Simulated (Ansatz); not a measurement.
# SiH2S: one change and its effect

System: SiH2S, SMILES [SiH]S.
Method of the first run: RKS SPW92/def2-TZVPP (Ansatz 0.2.0).

The geometry comes from this level: PBE0-D4/def2-TZVP. Text and figures count atoms from 1; the logs count them from 0 in places.

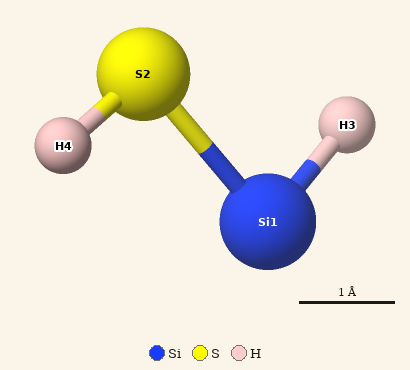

The input geometry (ball-and-stick view, seen at a tilt; atoms are numbered from 1 in the order of the input).

### The input, the first run
```yaml
crystal:
  periodic: [false, false, false]
  atoms:
    - {symbol: Si, position_ang: [-0.262757, -1.074443, 0.161085]}
    - {symbol: S, position_ang: [0.190500, 0.958847, -0.206590]}
    - {symbol: H, position_ang: [1.017471, -1.190823, 0.981388]}
    - {symbol: H, position_ang: [-0.889714, 1.246019, -0.956184]}
basis:
  gaussian: {orbitals: def2-TZVPP}
hamiltonian: {xc: lda}
output: {orbitals: {seedname: orbitals}}
```

Hardware: 2 CPU threads, shared host.

### Output (the first run)
```
Functional definition: SPW92
  exchange = slater_x
  correlation = pw_c
690 factors; their error is unknown
mean field evaluation 1: about -18675.1067 eV, gradient 1.9e1 eV
mean field evaluation 2: about -18674.2096 eV, gradient 2.8e1 eV
mean field evaluation 4: about -18676.3125 eV, gradient 2.9e0 eV
mean field evaluation 8: about -18676.3395 eV, gradient 4.9e-2 eV
mean field evaluation 16: about -18676.3199 eV, gradient 2.4e-5 eV
mean field -18676.31990410 eV, -686.3420972115 hartree, gradient 2.4e-5 eV, S^2 0.000000; 0 other end points of the search recorded, 0 dependent functions left out
reference -18676.31993240 eV, -686.3420982513 hartree; 16, 16 occupied and 96, 96 virtual orbitals, 690 factors
Total energy: -18676.31993240 eV, -686.3420982513 hartree
```

The input of the second run differs as follows (lines with − go, lines with + come):
```diff
-hamiltonian: {xc: lda}
+hamiltonian: {xc: {name: wB97X-V}}
```

Predict how the results change.

The total energies belong to different methods, so their difference says nothing on which is more stable or more accurate. The HOMO goes from −5.88 to −9.11 eV. The LUMO goes from −3.46 to −0.42 eV.

### Output (the second run)
```
Functional definition: wB97X-V
  parameter omega = 0.3/bohr
  parameter cx = 0.167
  parameter cx1 = 0.603
  parameter cx2 = 1.194
  parameter css0 = 0.556
  parameter css1 = -0.257
  parameter cos0 = 1.219
  parameter cos1 = -1.850
  parameter b = 6.0
  parameter c = 0.01
  exchange = spin_sum(e_x_unif_sr(omega)*poly(b97_u_x, 1 - cx, cx1, cx2)) + cx*exact_x_sr(omega) + exact_x_lr(omega)
  correlation = spin_sum(e_c_pw_same_spin*poly(b97_u_same, css0, css1))
      + integral(e_c_pw_opposite_spin*poly(b97_u_opposite, cos0, cos1)) + vv10(b, c)
700 factors; their error is unknown
139 factors; integrals over basis functions are off by at most 1.7e-5 eV
mean field evaluation 1: about -18741.9828 eV, gradient 1.2e1 eV
mean field evaluation 2: about -18742.3529 eV, gradient 8.2e0 eV
mean field evaluation 4: about -18742.5113 eV, gradient 3.8e-1 eV
mean field evaluation 8: about -18742.5246 eV, gradient 1.1e-1 eV
mean field evaluation 16: about -18742.5246 eV, gradient 4.1e-5 eV
mean field -18742.52459821 eV, -688.7750748447 hartree, gradient 4.1e-5 eV, S^2 0.000000; 0 other end points of the search recorded, 0 dependent functions left out
reference -18742.52459670 eV, -688.7750747893 hartree; 16, 16 occupied and 96, 96 virtual orbitals, 700 factors
Total energy: -18742.52459670 eV, -688.7750747893 hartree
```

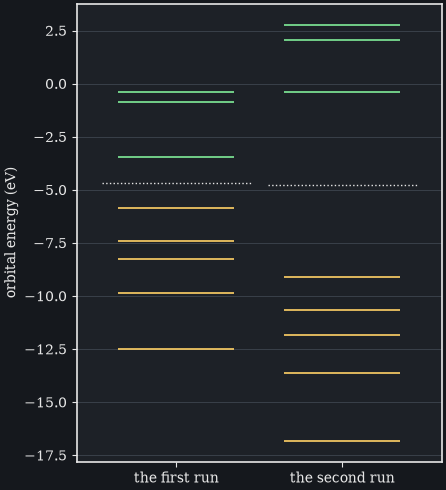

The five highest filled and three lowest empty orbital energies of the two runs; the dotted lines part filled from empty levels. The HOMO–LUMO gap is 2.42 eV in the first run and 8.69 eV in the second run.

### The two runs side by side

```csv
quantity,the first run,the second run
outcome,converged,converged
total energy (hartree),−686.342098,−688.775075
HOMO (eV),−5.88,−9.11
LUMO (eV),−3.46,−0.42
basis functions,112,112
wall time (shared host),0.65 s,3.1 s
```
